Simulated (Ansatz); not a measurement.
```xyz
4

B     0.2784    0.0000    0.2060
H     0.2178    0.0000    1.4131
F     1.4556    0.0000   -0.4268
F    -0.8281    0.0000   -0.5435
```

Level of theory: RKS PBE-D4/cc-pVDZ (Ansatz 0.2.0).

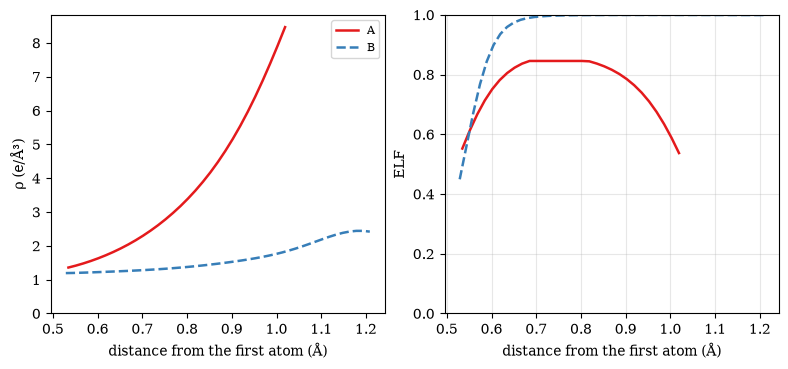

BF2H. Total electron density and ELF along straight lines between neighbouring atoms. The curves leave out the atomic cores.

### Which curve belongs to which contact (B–F and B–H)? The first atom named is at distance zero.

Curve A: B–F (1.34 Å): ρ at the midpoint is about 2 e/Å³; the ELF peaks at about 0.85 between the atoms (a polar covalent bond). Curve B: B–H (1.21 Å): ρ is about 1.2 e/Å³ halfway; the ELF climbs to about 1 towards the hydrogen, as it does in any bond to H; a covalent bond by its length.
